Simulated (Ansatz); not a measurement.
# C₂H₇GaO₂: what the fields show

Input file:

```
crystal:
  periodic: [false, false, false]
  atoms:
    - { symbol: C, position_ang: [-0.7597, 0.4603, 1.2267] }
    - { symbol: O, position_ang: [-0.005, 1.4649, 0.5844] }
    - { symbol: C, position_ang: [0.3792, 0.925, -0.6519] }
    - { symbol: Ga, position_ang: [1.633, -0.9011, -0.5354] }
    - { symbol: O, position_ang: [-0.2293, -1.6297, -1.5677] }
    - { symbol: H, position_ang: [-0.2358, -0.4117, 1.4207] }
    - { symbol: H, position_ang: [-1.1229, 0.9144, 2.1928] }
    - { symbol: H, position_ang: [-1.6759, 0.2969, 0.6012] }
    - { symbol: H, position_ang: [1.5235, 0.9688, -0.6584] }
    - { symbol: H, position_ang: [-0.0162, 1.5171, -1.4486] }
    - { symbol: H, position_ang: [1.6128, -1.7636, -0.0841] }
    - { symbol: H, position_ang: [-0.71196, -1.05169, -2.2098] }
basis:
  gaussian: { orbitals: def2-SVP }
hamiltonian:
  xc: b3lyp
  dispersion: d4
relax:
  f_tol: 0.015
  max_steps: 40
output:
  orbitals: {}
```

Launched as:

```sh
ansatz run input.yaml --threads 2 --pin off --max-ram 3072MiB --backend cpu --events-out ev --progress --plain --runs-dir out
```

The fields are those of the relaxed geometry.

Method: Ansatz, RKS B3LYP-D4/def2-SVP.

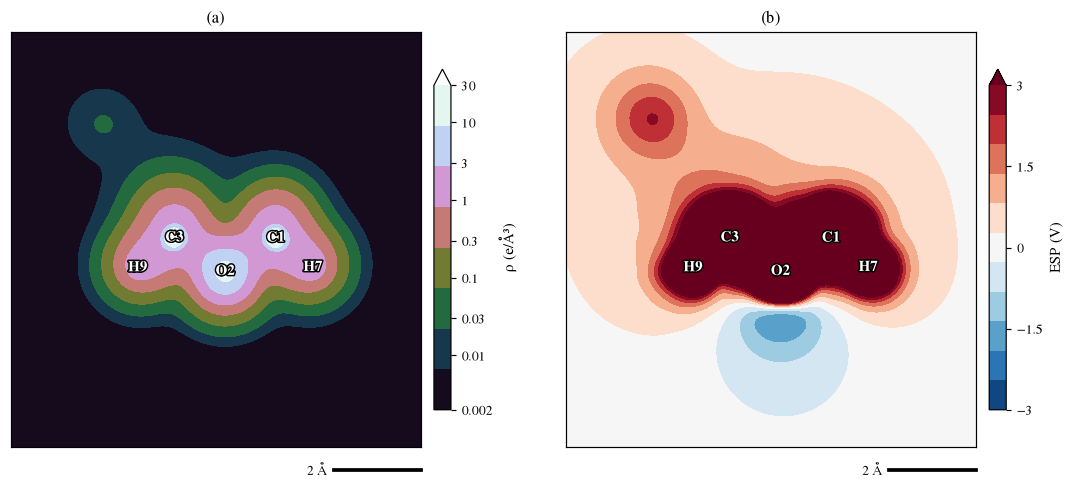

Figure 1. (a) total electron density; (b) molecular electrostatic potential on the plane of atoms C1, O2 and C3.

Read the bonding off the picture.

Answer. The section cuts through C, O and H sites. C–O (1.40 Å): the density is about 2.1 e/Å³ at the midpoint, with its minimum of 1.8 e/Å³ about 0.5 Å from C. C–H (1.10 Å): ρ is about 2 e/Å³ halfway. Outside the dense part of the molecule the potential is most negative (−1.9 V) near O2.

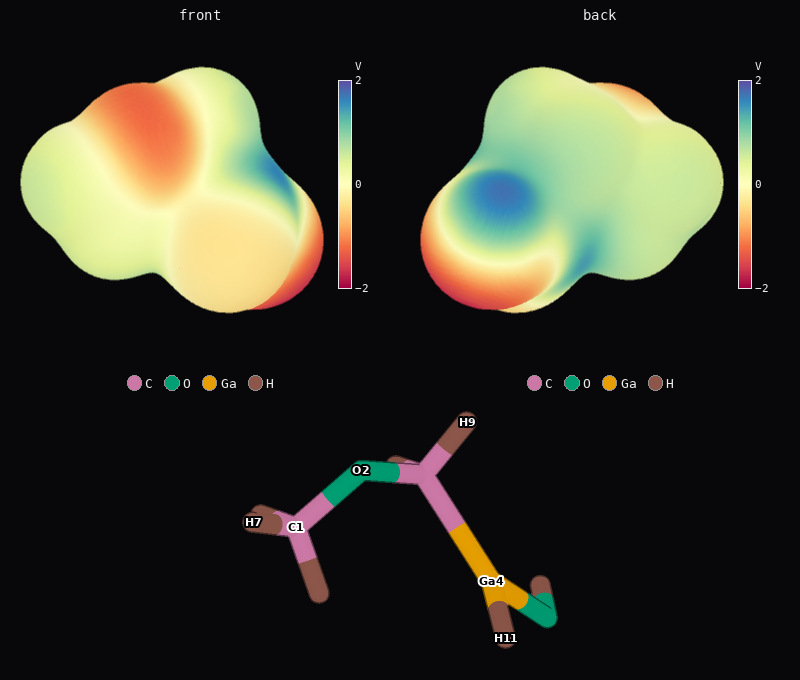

Figure 2. The electrostatic potential painted on the density surface at 0.001 e/bohr³, seen from the front and from behind; the colour scale runs from red (negative) to blue (positive). The bare structure is drawn below in the same view.

Which sites attract a positive test charge, and which a negative one?

Answer. A positive charge is drawn to the negative regions and a negative charge to the positive ones. The most negative region (about −1.7 V, or −39 kcal/mol for a unit charge) lies over O5, the most positive (about +1.7 V, or +39 kcal/mol for a unit charge) over H12. O5 is the likeliest acceptor of a hydrogen bond.

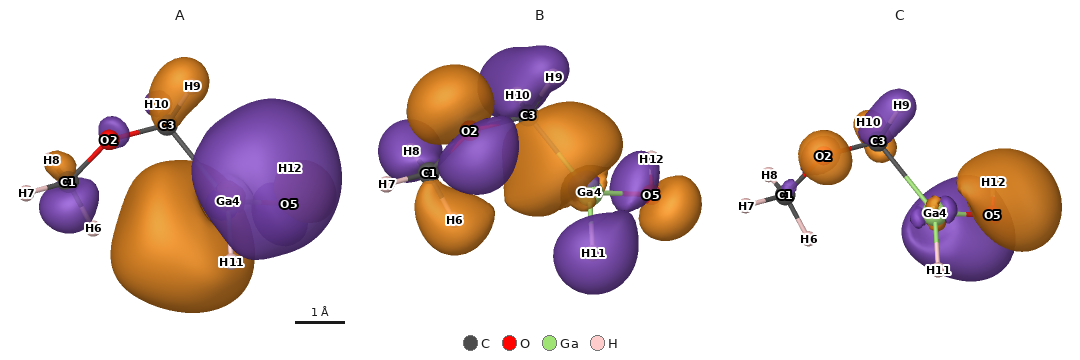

Figure 3. Three frontier orbitals at ±0.08 Å⁻³ᐟ² (orange and purple are the two phases), in no order.

Order the three orbitals by energy and name them.

Answer. C is the HOMO−1 (−8.24 eV). Its weight (Hirshfeld) is mainly on O5 (about 75 %) and Ga4 (about 10 %); largely a lone pair of O5. B is the HOMO (−6.50 eV). Its weight (Hirshfeld) is mainly on O2 (about 40 %), C3 (about 20 %), Ga4 (about 15 %) and O5 (about 5 %). A is the LUMO (−1.02 eV). It lies mainly on Ga4 (about 65 %) and O5 (about 10 %).

What is the HOMO–LUMO gap?

Answer. 5.48 eV between the orbital energies.

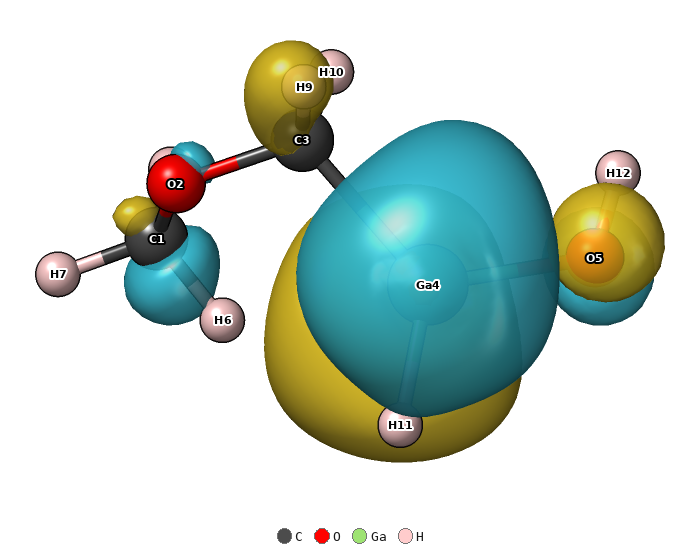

Figure 4. The LUMO at ±0.1 Å⁻³ᐟ² (yellow and cyan are the two phases), seen at a tilt.

What is the character of this orbital?

Answer. By Hirshfeld shares it lies mainly on Ga4 (about 65 %) and O5 (about 10 %). Its energy is −1.02 eV.
